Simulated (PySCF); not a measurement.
Al(Vi)2(OH), SMILES [OH][Al]([CH]=C)[CH]=C (C₄H₇AlO) at its B3LYP/def2-SVP optimised geometry (Å):

```
13

Al    -0.8585    -0.7317     0.0000
C      1.0918    -0.7317     0.0000
C      1.8413     0.3015     0.4258
H      1.6443    -1.6279    -0.3222
H      2.9392     0.2703     0.4494
H      1.3956     1.2385     0.7832
C     -1.8873     0.9252     0.0000
C     -1.4060     2.1059    -0.4299
H     -2.9392     0.9225     0.3249
H     -2.0117     3.0221    -0.4543
H     -0.3758     2.2206    -0.7902
O     -1.6716    -2.1959    -0.0008
H     -2.1390    -3.0221    -0.0008
```

Calculation: B3LYP/def2-TZVP in PySCF. Cells within 0.4 Å of a nucleus heavier than hydrogen are left out (blank, or x).

Map of the electron localisation function on the plane z = 0.0 Å:

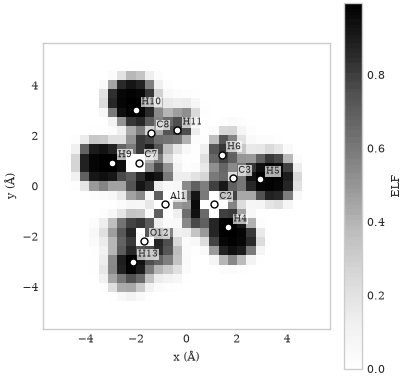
Figure: Electron localisation function on the plane z = 0.0 Å.
